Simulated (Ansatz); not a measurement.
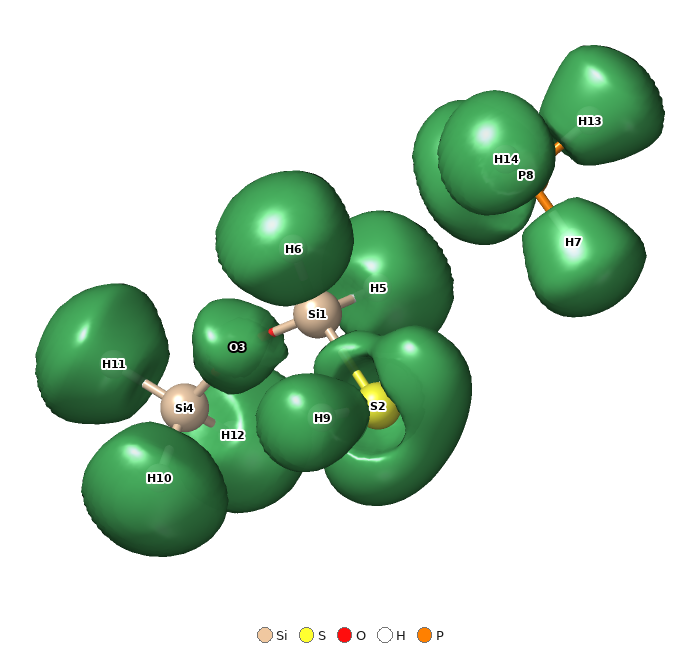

Figure 1: H6OSSi2···PH3. Isosurface of the ELF at 0.8 (green), seen at an oblique angle. Only the valence region is drawn (cores and ρ < 0.01 e/Å³ removed).

Level of theory: RHF/6-31G* (Ansatz).

```xyz
14

Si   -0.3990    0.1074   -0.2808
S     1.2130   -1.2947   -0.5040
O    -1.3691    0.1407   -1.5842
Si   -1.7385    0.2549   -3.1750
H     0.2755    1.3965   -0.0965
H    -1.2201   -0.2605    0.8761
H     2.9498   -0.0230    3.2777
P     1.7335    0.5272    3.7056
H     0.4892   -2.4095   -0.5121
H    -1.5820   -1.0589   -3.8220
H    -3.1356    0.6983   -3.3035
H    -0.8544    1.2302   -3.8379
H     2.2818    1.2641    4.7653
H     1.3560   -0.5726    4.4914
```

Q: Identify the bonds, lone pairs and shells in this picture.

A: The ELF exceeds this value in nine regions around hydrogen nuclei, one region on S in which the atom's valence shell and bonds are merged, one lobe on P, pointing away from the bonds (lone pairs) and one region wrapped around O (its lone pairs, merged into a ring or cap). Along the contacts the grid gives the following. Si–O (1.63 Å): the ELF peaks at about 0.85 between the atoms, as expected for a polar covalent bond. Si–S (2.15 Å): the ELF peaks at about 0.95 between the atoms (a covalent bond).
